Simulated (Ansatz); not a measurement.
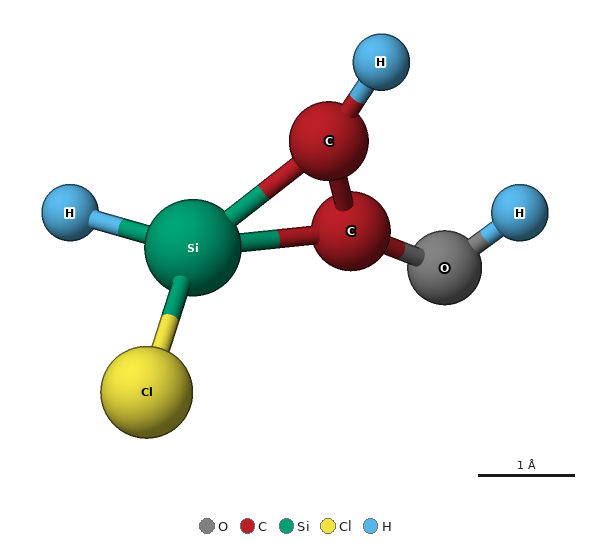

Fig. 1: The starting structure (ball-and-stick view, seen at a tilt). Bond lengths as drawn: Cl–Si 2.09 Å, C–C 1.36 Å, C–H 1.09 Å, C–O 1.34 Å, C–Si 1.81 Å, H–O 0.99 Å and H–Si 1.49 Å.

Nudged elastic band, with input and output: C₂H₃ClOSi

The run: nudged elastic band of C₂H₃ClOSi. Method and program: RKS PBE/6-31G* (Ansatz 0.2.0).

It belongs to a series of runs on one base structure; here: band between the two ends.

The input
```yaml
crystal:
  periodic: [false, false, false]
  atoms:
    - { symbol: O, position_ang: [1.706483, 0.711214, 0.836085] }
    - { symbol: C, position_ang: [0.553899, 0.293558, 0.284371] }
    - { symbol: C, position_ang: [-0.739626, 0.059908, 0.646388] }
    - { symbol: Si, position_ang: [-0.439292, -0.329233, -1.100309] }
    - { symbol: Cl, position_ang: [-0.287302, -2.281436, -1.818883] }
    - { symbol: H, position_ang: [1.54928, 0.872273, 1.795457] }
    - { symbol: H, position_ang: [-1.345924, 0.124176, 1.555907] }
    - { symbol: H, position_ang: [-0.905317, 0.49254, -2.254815] }
basis:
  gaussian: { orbitals: "6-31G*" }
hamiltonian:
  xc: pbe
neb:
  order_check: false
  images: 9
  f_tol: 0.03
  max_iterations: 46
  final_atoms:
    - { symbol: O, position_ang: [1.36469085, 0.71300012, 1.35014836] }
    - { symbol: C, position_ang: [0.38349393, 0.29653201, 0.52435554] }
    - { symbol: C, position_ang: [-0.94111434, 0.03509711, 0.69270248] }
    - { symbol: Si, position_ang: [-0.40811727, -0.29535867, -1.00553348] }
    - { symbol: Cl, position_ang: [-0.11192141, -2.21936326, -1.76230957] }
    - { symbol: H, position_ang: [2.18600419, 0.79354522, 0.82281266] }
    - { symbol: H, position_ang: [-1.66259915, 0.06322231, 1.51341664] }
    - { symbol: H, position_ang: [-0.7182358, 0.55632514, -2.19139164] }
  initial_path:
    images:
      - { positions_ang: [[1.706483, 0.711214, 0.836085], [0.553899, 0.293558, 0.284371], [-0.739626, 0.059908, 0.646388], [-0.439292, -0.329233, -1.100309], [-0.287302, -2.281436, -1.818883], [1.54928, 0.872273, 1.795457], [-1.345924, 0.124176, 1.555907], [-0.905317, 0.49254, -2.254815]] }
      - { positions_ang: [[1.66897804, 0.72148468, 0.87221091], [0.52200217, 0.39879562, 0.26184228], [-0.76110716, 0.12344351, 0.59937986], [-0.3720744, -0.27178192, -1.12646417], [-0.22186886, -2.24051254, -1.65111591], [1.53682768, 0.6646065, 1.70810053], [-1.30554801, 0.08367332, 1.51151962], [-0.97500847, 0.46329083, -2.23127213]] }
      - { positions_ang: [[1.63147307, 0.73175535, 0.90833682], [0.49010535, 0.50403325, 0.23931357], [-0.78258833, 0.18697903, 0.55237173], [-0.30485679, -0.21433083, -1.15261934], [-0.15643571, -2.19958909, -1.48334883], [1.52437536, 0.45693999, 1.62074406], [-1.26517202, 0.04317065, 1.46713225], [-1.04469993, 0.43404166, -2.20772926]] }
      - { positions_ang: [[1.59396811, 0.74202603, 0.94446274], [0.45820852, 0.60927087, 0.21678485], [-0.80406949, 0.25051454, 0.50536359], [-0.23763919, -0.15687975, -1.17877451], [-0.09100257, -2.15866563, -1.31558174], [1.51192304, 0.24927349, 1.5333876], [-1.22479602, 0.00266797, 1.42274487], [-1.1143914, 0.40479249, -2.18418639]] }
      - { positions_ang: [[1.55646314, 0.7522967, 0.98058865], [0.4263117, 0.71450849, 0.19425613], [-0.82555066, 0.31405005, 0.45835545], [-0.17042159, -0.09942867, -1.20492968], [-0.02556942, -2.11774217, -1.14781465], [1.49947072, 0.04160698, 1.44603113], [-1.18442003, -0.0378347, 1.37835749], [-1.18408286, 0.37554331, -2.16064352]] }
      - { positions_ang: [[1.51895818, 0.76256738, 1.01671456], [0.39441487, 0.81974612, 0.17172741], [-0.84703182, 0.37758557, 0.41134731], [-0.10320399, -0.04197758, -1.23108485], [0.03986372, -2.07681872, -0.98004757], [1.4870184, -0.16605952, 1.35867466], [-1.14404404, -0.07833738, 1.33397012], [-1.25377433, 0.34629414, -2.13710065]] }
      - { positions_ang: [[1.48810471, 0.75265393, 1.08340132], [0.39223068, 0.7151033, 0.24225304], [-0.86584832, 0.30908788, 0.46761835], [-0.16418664, -0.0926538, -1.18597457], [0.00950669, -2.10532763, -1.13649997], [1.62681556, 0.02586143, 1.25150226], [-1.24775506, -0.05002544, 1.36985942], [-1.14666662, 0.38830034, -2.14795885]] }
      - { positions_ang: [[1.45725125, 0.74274048, 1.15008808], [0.3900465, 0.61046047, 0.31277866], [-0.88466483, 0.24059019, 0.52388938], [-0.2251693, -0.14333002, -1.1408643], [-0.02085033, -2.13383653, -1.29295237], [1.76661272, 0.21778238, 1.14432986], [-1.35146608, -0.0217135, 1.40574873], [-1.03955892, 0.43030654, -2.15881704]] }
      - { positions_ang: [[1.42639778, 0.73282703, 1.21677484], [0.38786231, 0.50581765, 0.38330429], [-0.90348133, 0.17209249, 0.58016041], [-0.28615195, -0.19400623, -1.09575403], [-0.05120736, -2.16234544, -1.44940477], [1.90640987, 0.40970333, 1.03715746], [-1.45517711, 0.00659844, 1.44163803], [-0.93245121, 0.47231274, -2.16967524]] }
      - { positions_ang: [[1.39554432, 0.72291357, 1.2834616], [0.38567812, 0.40117483, 0.45382992], [-0.92229784, 0.1035948, 0.63643145], [-0.34713461, -0.24468245, -1.05064375], [-0.08156439, -2.19085435, -1.60585717], [2.04620703, 0.60162427, 0.92998506], [-1.55888813, 0.03491038, 1.47752734], [-0.82534351, 0.51431894, -2.18053344]] }
      - { positions_ang: [[1.36469085, 0.71300012, 1.35014836], [0.38349393, 0.29653201, 0.52435554], [-0.94111434, 0.03509711, 0.69270248], [-0.40811727, -0.29535867, -1.00553348], [-0.11192141, -2.21936326, -1.76230957], [2.18600419, 0.79354522, 0.82281266], [-1.66259915, 0.06322231, 1.51341664], [-0.7182358, 0.55632514, -2.19139164]] }
```

Run on 1 thread of Arm Neoverse V1, 24 GiB of memory available, shared host.

Run as:
```bash
ansatz run input.yaml --threads 1 --pin off --max-ram 2048MiB --backend cpu --events-out ev --progress --plain --runs-dir out
```

Output
```
Engine: ansatz 0.2.0, aarch64-unknown-linux-gnu
Functional definition: PBE
  parameter kappa = 0.804
  parameter beta = 0.06672455060314922
  exchange = pbe_x(kappa = kappa, mu = beta*pi^2/3)
  correlation = pbe_c(beta = beta)
1022 factors; their error is unknown
mean field evaluation 1: about -24547.1641 eV, gradient 5.6e1 eV
mean field evaluation 2: about -24526.6631 eV, gradient 9.9e1 eV
mean field evaluation 4: about -24554.3755 eV, gradient 7.1e0 eV
mean field evaluation 8: about -24554.4955 eV, gradient 7.6e-2 eV
mean field evaluation 16: about -24554.4182 eV, gradient 8.3e-5 eV
mean field -24554.41819866 eV, -902.3582252182 hartree, gradient 2.0e-5 eV, S^2 0.000000; 0 other end points of the search recorded, 0 dependent functions left out
the calculation of the forces begins
reference -24554.41822954 eV, -902.3582263533 hartree; 27, 27 occupied and 62, 62 virtual orbitals, 1022 factors
1022 factors; their error is unknown
mean field evaluation 32: about -24554.4596 eV, gradient 1.9e-3 eV
mean field -24554.45959963 eV, -902.3597466760 hartree, gradient 2.1e-5 eV, S^2 0.000000; 0 other end points of the search recorded, 0 dependent functions left out
[... from here on the field's lines of each further geometry are left out, up to the last ...]
NEB iter   1: max|band force component| = 6.647e1 eV/Å  barrier→ = 10.0300 eV  barrier← = 10.0714 eV  Δτ_max = 0.2000 Å  (315 SCF iters)
NEB iter   2: max|band force component| = 3.334e1 eV/Å  barrier→ = 5.1969 eV  barrier← = 5.2383 eV  Δτ_max = 0.1897 Å  (322 SCF iters)
NEB iter   3: max|band force component| = 1.736e1 eV/Å  barrier→ = 1.9485 eV  barrier← = 1.9899 eV  Δτ_max = 0.1954 Å  (302 SCF iters)
NEB iter   4: max|band force component| = 8.732e0 eV/Å  barrier→ = 0.6747 eV  barrier← = 0.7161 eV  Δτ_max = 0.1959 Å  (308 SCF iters)
NEB iter   5: max|band force component| = 3.309e0 eV/Å  barrier→ = 0.3412 eV  barrier← = 0.3826 eV  Δτ_max = 0.1388 Å  (268 SCF iters)
NEB iter   6: max|band force component| = 1.050e0 eV/Å  barrier→ = 0.3209 eV  barrier← = 0.3623 eV  Δτ_max = 0.0221 Å  (270 SCF iters)
NEB iter   7: max|band force component| = 1.559e-1 eV/Å  barrier→ = 0.3197 eV  barrier← = 0.3611 eV  CI = image 5  Δτ_max = 0.0301 Å  (288 SCF iters)
NEB iter   8: max|band force component| = 8.640e-2 eV/Å  barrier→ = 0.3208 eV  barrier← = 0.3622 eV  CI = image 5  Δτ_max = 0.0058 Å  (282 SCF iters)
NEB iter   9: max|band force component| = 3.534e-2 eV/Å  barrier→ = 0.3208 eV  barrier← = 0.3622 eV  CI = image 5  Δτ_max = 0.0028 Å  (253 SCF iters)
the calculation of the forces begins
reference -24554.43506657 eV, -902.3588451026 hartree; 27, 27 occupied and 62, 62 virtual orbitals, 1022 factors
1022 factors; their error is unknown
mean field evaluation 928: about -24554.1742 eV, gradient 2.3e-1 eV
mean field -24554.09742659 eV, -902.3464370623 hartree, gradient 7.3e-5 eV, S^2 0.000000; 1 other end points of the search recorded, 0 dependent functions left out
the calculation of the forces begins
reference -24554.09745760 eV, -902.3464382018 hartree; 27, 27 occupied and 62, 62 virtual orbitals, 1022 factors
NEB iter  10: max|band force component| = 7.162e-3 eV/Å  barrier→ = 0.3208 eV  barrier← = 0.3622 eV  CI = image 5  Δτ_max = 0.0000 Å  (470 SCF iters)
```

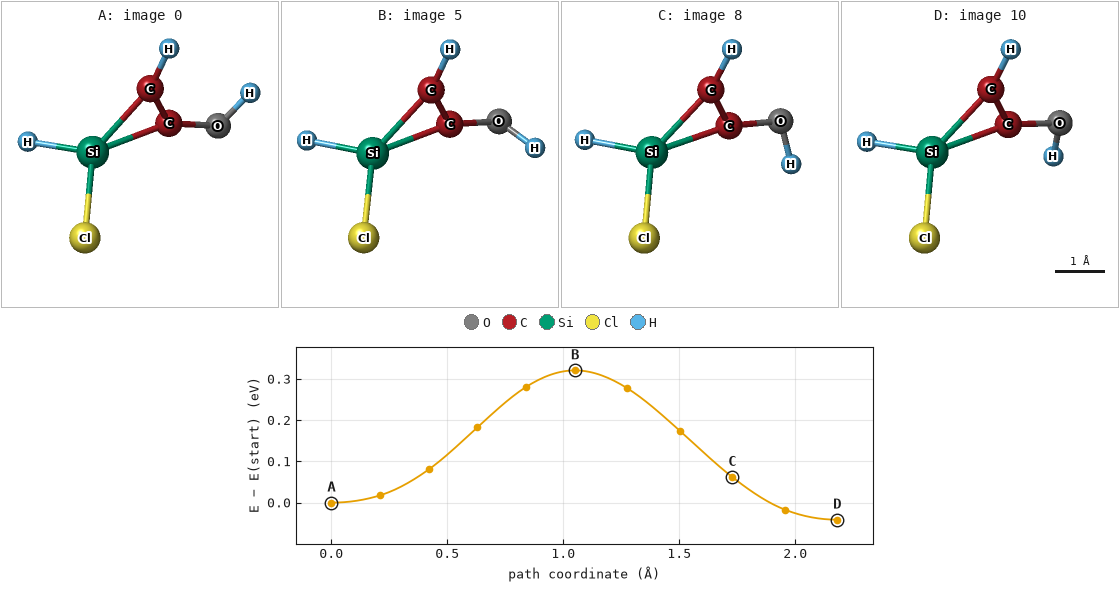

Fig. 2: Images of the last band (counted from 0; ball-and-stick, seen at a tilt) above the energy along the path; the line is a cubic interpolation that uses the forces. The highest image is number 5, 0.321 eV above the start and 0.362 eV above the end (the climbing image); the end lies 0.041 eV below the start. The path is 2.18 Å long. The band converged in 10 iterations.

```
Total energy: -24554.09745760 eV, -902.3464382018 hartree
Atom 0 at     1.519197     0.987063     0.993486 Å, force    -0.001954    -0.003620    -0.001780 eV/Å
Atom 1 at     0.459867     0.411831     0.352170 Å, force     0.000732     0.003110     0.002780 eV/Å
Atom 2 at    -0.843935     0.169592     0.631304 Å, force     0.000168    -0.000673    -0.000803 eV/Å
Atom 3 at    -0.411659    -0.313348    -1.079279 Å, force     0.000531     0.000135    -0.000955 eV/Å
Atom 4 at    -0.232721    -2.316658    -1.646132 Å, force     0.000021     0.000017     0.000264 eV/Å
Atom 5 at     1.993295     0.293533     1.497313 Å, force     0.000704     0.001008     0.000177 eV/Å
Atom 6 at    -1.512115     0.294878     1.490804 Å, force    -0.000008     0.000187     0.000553 eV/Å
Atom 7 at    -0.879729     0.416109    -2.295465 Å, force    -0.000195    -0.000163    -0.000236 eV/Å
Dipole moment:     0.071207     0.096944     0.361451 e Å
this run last wrote the band of iteration 10 to [file]
```

The last band as extended XYZ (Å, eV, eV/Å)
```
8
Properties=species:S:1:pos:R:3:forces:R:3 image=0 energy=-24554.41820
O     1.7065    0.7112    0.8361    0.0006   0.0011  -0.0030
C     0.5539    0.2936    0.2844   -0.0035  -0.0003   0.0070
C    -0.7396    0.0599    0.6464    0.0022   0.0006   0.0019
Si   -0.4393   -0.3292   -1.1003   -0.0042   0.0003   0.0041
Cl   -0.2873   -2.2814   -1.8189    0.0003   0.0008   0.0004
H     1.5493    0.8723    1.7955    0.0003  -0.0009  -0.0007
H    -1.3459    0.1242    1.5559    0.0026  -0.0017  -0.0060
H    -0.9053    0.4925   -2.2548    0.0016   0.0002  -0.0037
8
Properties=species:S:1:pos:R:3:forces:R:3 image=1 energy=-24554.40057
O     1.6949    0.7404    0.8187    0.0273  -0.0705   0.0024
C     0.5266    0.3538    0.2766    0.0252  -0.0437  -0.0066
C    -0.7633    0.1011    0.6399    0.0199  -0.0141  -0.0011
Si   -0.4484   -0.3041   -1.1025   -0.0044  -0.0064  -0.0035
Cl   -0.2174   -2.2728   -1.7574   -0.0344   0.0013  -0.0338
H     1.6078    0.7295    1.7993   -0.0716   0.1237   0.0257
H    -1.3723    0.1256    1.5498    0.0365  -0.0068   0.0096
H    -0.9357    0.4695   -2.2803    0.0015   0.0165   0.0072
8
Properties=species:S:1:pos:R:3:forces:R:3 image=2 energy=-24554.33769
O     1.6672    0.8118    0.8181    0.0972  -0.1887  -0.0662
C     0.4995    0.4007    0.2852    0.0468  -0.0482  -0.0366
C    -0.7870    0.1212    0.6395    0.0403  -0.0058  -0.0031
Si   -0.4432   -0.2945   -1.0990   -0.0271   0.0069  -0.0096
Cl   -0.1876   -2.2738   -1.7193   -0.0356   0.0153  -0.0342
H     1.6897    0.5805    1.7730   -0.1844   0.2339   0.1227
H    -1.4158    0.1411    1.5366    0.0823  -0.0400   0.0271
H    -0.9307    0.4560   -2.2900   -0.0195   0.0266  -0.0002
8
Properties=species:S:1:pos:R:3:forces:R:3 image=3 energy=-24554.23540
O     1.6251    0.8923    0.8518    0.1582  -0.1979  -0.1714
C     0.4796    0.4216    0.3048    0.0399  -0.0094  -0.0574
C    -0.8080    0.1324    0.6391    0.0524  -0.0018   0.0045
Si   -0.4303   -0.2955   -1.0942   -0.0369   0.0157  -0.0138
Cl   -0.1882   -2.2826   -1.6987   -0.0249   0.0195  -0.0227
H     1.7848    0.4497    1.7124   -0.2444   0.2154   0.2267
H    -1.4577    0.1774    1.5208    0.0884  -0.0668   0.0370
H    -0.9131    0.4477   -2.2917   -0.0327   0.0252  -0.0028
8
Properties=species:S:1:pos:R:3:forces:R:3 image=4 energy=-24554.13733
O     1.5736    0.9547    0.9147    0.1177  -0.0763  -0.1635
C     0.4671    0.4219    0.3282    0.0194   0.0164  -0.0454
C    -0.8269    0.1473    0.6362    0.0430  -0.0048   0.0106
Si   -0.4181   -0.3020   -1.0886   -0.0211   0.0084  -0.0144
Cl   -0.2066   -2.2968   -1.6778   -0.0138   0.0081  -0.0131
H     1.8876    0.3504    1.6188   -0.1686   0.0836   0.1992
H    -1.4896    0.2305    1.5055    0.0516  -0.0499   0.0279
H    -0.8950    0.4370   -2.2928   -0.0282   0.0146  -0.0013
8
Properties=species:S:1:pos:R:3:forces:R:3 image=5 energy=-24554.09743
O     1.5192    0.9871    0.9935   -0.0020  -0.0036  -0.0018
C     0.4599    0.4118    0.3522    0.0007   0.0031   0.0028
C    -0.8439    0.1696    0.6313    0.0002  -0.0007  -0.0008
Si   -0.4117   -0.3133   -1.0793    0.0005   0.0001  -0.0010
Cl   -0.2327   -2.3167   -1.6461    0.0000   0.0000   0.0003
H     1.9933    0.2935    1.4973    0.0007   0.0010   0.0002
H    -1.5121    0.2949    1.4908    0.0000   0.0002   0.0006
H    -0.8797    0.4161   -2.2955   -0.0002  -0.0002  -0.0002
8
Properties=species:S:1:pos:R:3:forces:R:3 image=6 energy=-24554.14093
O     1.4357    0.9947    1.1056   -0.1098  -0.0204   0.1706
C     0.4400    0.3959    0.3910   -0.0227  -0.0305   0.0606
C    -0.8685    0.1465    0.6349   -0.0398   0.0139  -0.0101
Si   -0.4076   -0.3074   -1.0708    0.0100  -0.0054   0.0138
Cl   -0.1835   -2.2943   -1.6745    0.0136  -0.0006   0.0149
H     2.0983    0.3171    1.3486    0.1601   0.0057  -0.2213
H    -1.5399    0.2614    1.4920   -0.0538   0.0456  -0.0259
H    -0.8824    0.4291   -2.2825    0.0424  -0.0082  -0.0027
8
Properties=species:S:1:pos:R:3:forces:R:3 image=7 energy=-24554.24390
O     1.3746    0.9563    1.2053   -0.1067  -0.1379   0.2224
C     0.4213    0.3781    0.4282   -0.0283  -0.0540   0.0881
C    -0.8922    0.1215    0.6440   -0.0624   0.0256  -0.0081
Si   -0.4112   -0.3018   -1.0559    0.0027  -0.0012   0.0339
Cl   -0.1286   -2.2691   -1.6980    0.0202   0.0069   0.0279
H     2.1804    0.4031    1.1864    0.1762   0.1097  -0.3281
H    -1.5666    0.2144    1.4997   -0.0856   0.0530  -0.0342
H    -0.8856    0.4404   -2.2654    0.0839  -0.0021  -0.0019
8
Properties=species:S:1:pos:R:3:forces:R:3 image=8 energy=-24554.35611
O     1.3454    0.8742    1.2874   -0.0304  -0.1887   0.1494
C     0.4038    0.3557    0.4651   -0.0236  -0.0508   0.0731
C    -0.9166    0.1016    0.6547   -0.0536   0.0207   0.0020
Si   -0.4138   -0.2953   -1.0385   -0.0028  -0.0010   0.0389
Cl   -0.0835   -2.2433   -1.7174    0.0104   0.0044   0.0296
H     2.2213    0.5177    1.0391    0.0824   0.1676  -0.2762
H    -1.6028    0.1706    1.5021   -0.0845   0.0341  -0.0238
H    -0.8616    0.4619   -2.2484    0.1022   0.0138   0.0069
8
Properties=species:S:1:pos:R:3:forces:R:3 image=9 energy=-24554.43503
O     1.3499    0.7726    1.3361    0.0105  -0.1075   0.0445
C     0.3896    0.3277    0.4989   -0.0109  -0.0272   0.0341
C    -0.9362    0.0795    0.6724   -0.0236   0.0037   0.0091
Si   -0.4151   -0.2899   -1.0198   -0.0002  -0.0056   0.0218
Cl   -0.0675   -2.2219   -1.7360   -0.0112  -0.0042   0.0164
H     2.2215    0.6467    0.9099    0.0039   0.1122  -0.1287
H    -1.6402    0.1260    1.5065   -0.0461   0.0075  -0.0085
H    -0.8097    0.5024   -2.2239    0.0776   0.0210   0.0113
8
Properties=species:S:1:pos:R:3:forces:R:3 image=10 energy=-24554.45960
O     1.3647    0.7130    1.3501   -0.0033  -0.0042  -0.0039
C     0.3835    0.2965    0.5244    0.0015   0.0039   0.0054
C    -0.9411    0.0351    0.6927    0.0079   0.0077   0.0080
Si   -0.4081   -0.2954   -1.0055   -0.0023  -0.0050   0.0005
Cl   -0.1119   -2.2194   -1.7623   -0.0003  -0.0021  -0.0040
H     2.1860    0.7935    0.8228   -0.0017   0.0015   0.0022
H    -1.6626    0.0632    1.5134   -0.0011  -0.0025  -0.0029
H    -0.7182    0.5563   -2.1914   -0.0006   0.0008  -0.0053
```

Summary

```csv
quantity,value
outcome,converged
"barrier, forward",0.321 eV
"barrier, backward",0.362 eV
wall time,5 min
peak memory,0.13 GiB
```

The order of the saddle point was not checked.
